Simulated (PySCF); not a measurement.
# [TcO4]2- (O4Tc, charge −2, doublet): electronic structure

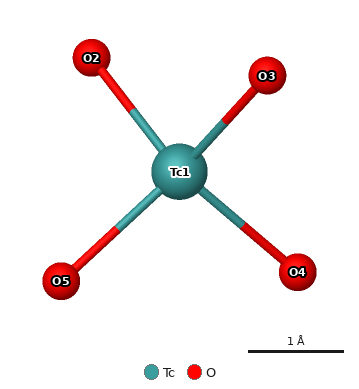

The molecule, with its atoms numbered as below. No frequency check shows the geometry to be a minimum.

Geometry (Å), atoms numbered from 1:

```
Tc1      0.0000   -0.0000    0.0004
O2       1.1111    1.1108    0.7419
O3      -1.1112    1.1108   -0.7431
O4      -1.1112   -1.1107    0.7419
O5       1.1111   -1.1107   -0.7431
```

Part 1: Bonding charge

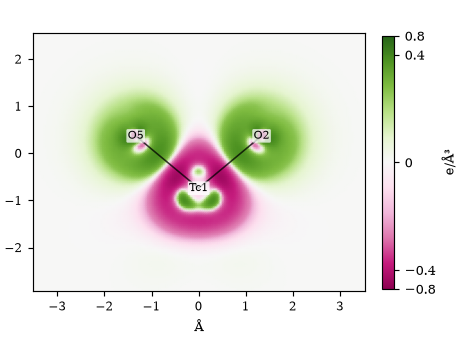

Deformation density (molecule less spherical, spin-averaged free atoms) in the plane of Tc1, O2 and O5; colour scale in e/Å³, logarithmic beyond ±0.1; green: gain, pink: loss.

Level of theory: PBE0/def2-SVPD (PySCF), at a geometry from GFN2-xTB. Core potentials replace the inner electrons of Tc; spin–orbit coupling isn't included. The highest occupied orbitals have positive energy: in the gas phase this ion holds its electrons only through the finite basis. This is a single-reference result, which may miss multireference character in this system. The stability of the open-shell solution wasn't checked. GFN2-xTB doesn't know the spin state, so this open-shell geometry is rough.

**How much density has each bond in this plane gained at its critical point, relative to the free atoms?**

Tc1–O2 and Tc1–O5: +0.13 e/Å³ at the bond critical point (bond length 1.74 Å). In all, 2.9 electrons gather in the regions of gain relative to the promolecule of neutral atoms (this includes the anion's extra charge). A small or negative value marks a very polar bond, one between electron-rich atoms, whose free-atom densities already overlap strongly, a long bond to a heavier atom, or a closed-shell contact such as a hydrogen bond.

**Where do the Hirshfeld charges lie?**

The highest Hirshfeld charge is on Tc1 (+0.43 e), the lowest on O2, O3, O4 and O5 (−0.61 e).

Part 2: Bond critical points

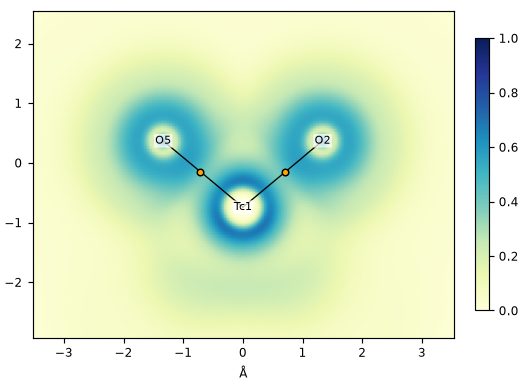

Localised orbital locator (LOL) in the plane of Tc1, O2 and O5, with bond paths and bond critical points (dots).

**What values does LOL take at the bond critical points in this plane?**

Tc1–O2 and Tc1–O5: about 0.44. Values above 0.5 mark slow, localised electrons, as in shared pairs; low values at a critical point mark a polar or closed-shell contact whose critical point lies between the shells.

Part 3: Electrostatic potential

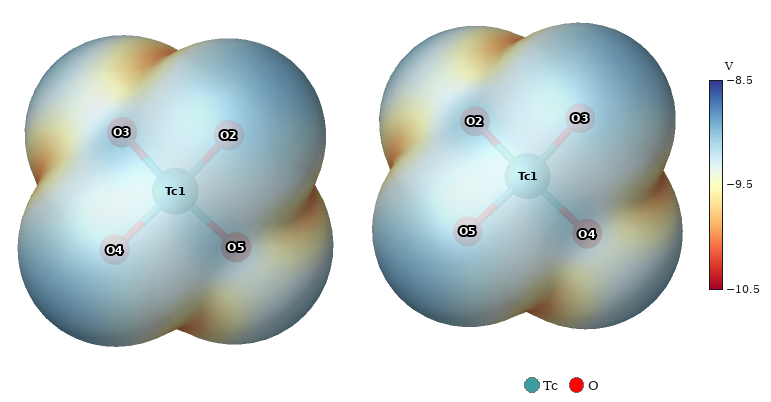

Electrostatic potential on the surface of electron density 0.001 a.u. (back view left, front view right).

**Where are the extremes of the potential on the surface?**

Highest: −8.89 V, 1.9 Å from O4, and at like points elsewhere. Lowest: −10.04 V, about equally far (2.0 Å) from O3 and O4, over Tc1 (2.7 Å), and at like points elsewhere. The surface is sampled at points, so like sites can differ by a few per cent and only the strongest of them is named.

**What volume does the surface enclose?**

About 109 Å³.

Part 4: Spin density

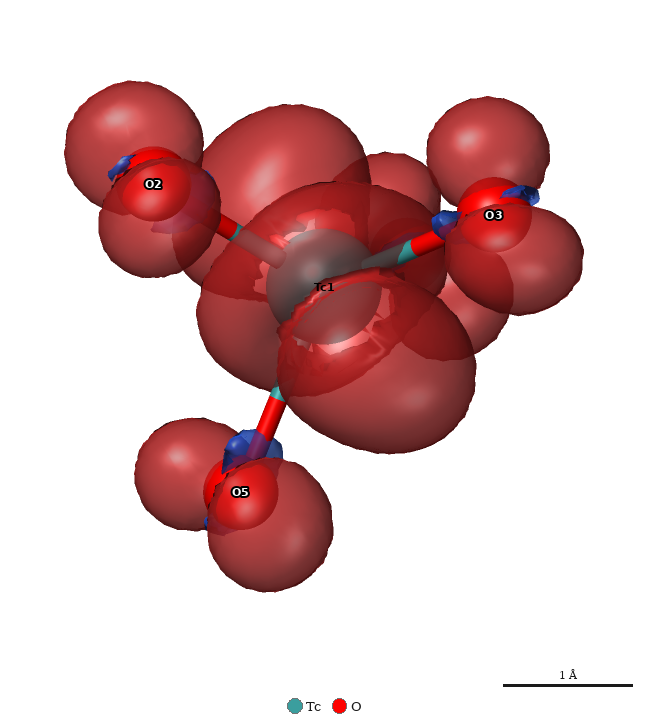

Spin density ρα − ρβ at ±0.02 e/Å³ (red: excess α, blue: excess β).

**Where is the unpaired spin?**

Hirshfeld spin populations: Tc1 +0.64 and O2, O3, O4 and O5 +0.09. ⟨S²⟩ = 0.76, as for a pure state.
